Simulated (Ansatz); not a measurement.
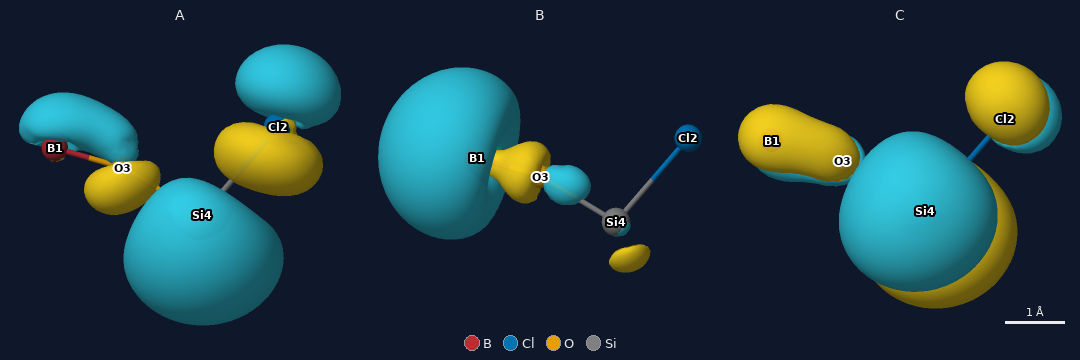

Figure 1: BClOSi. Three frontier orbitals at ±0.1 Å⁻³ᐟ² (yellow and cyan are the two phases), in no order.

Geometry: B3LYP-D4/def2-TZVP.

Theory: isolated molecule in a Gaussian basis; Kohn-Sham density functional theory, functional PBE0 (Ansatz).

```tsv
atom	x (Å)	y (Å)	z (Å)
B	1.1043	1.2849	1.4273
Cl	-0.3521	-1.1336	-1.4841
O	0.3693	0.8992	0.4383
Si	-0.7661	0.7940	-0.8087
```

Order the three orbitals by energy and name them.

A is the HOMO−1 (−8.54 eV). Its weight (Hirshfeld) is mainly on Si4 (about 65 %), Cl2 (about 25 %) and O3 (about 5 %); it is symmetric in the molecular plane (an in-plane orbital: σ, lone-pair or in-plane π type). B is the HOMO (−7.01 eV). By Hirshfeld shares it lies mainly on B1 (about 90 %) and O3 (about 5 %); it is symmetric in the molecular plane (an in-plane orbital: σ, lone-pair or in-plane π type). C is the LUMO (−3.22 eV). It lies mainly on Si4 (about 75 %), Cl2 (about 10 %) and B1 (about 5 %); it changes sign across the molecular plane (π type).

What is the HOMO–LUMO gap?

3.79 eV between the orbital energies.
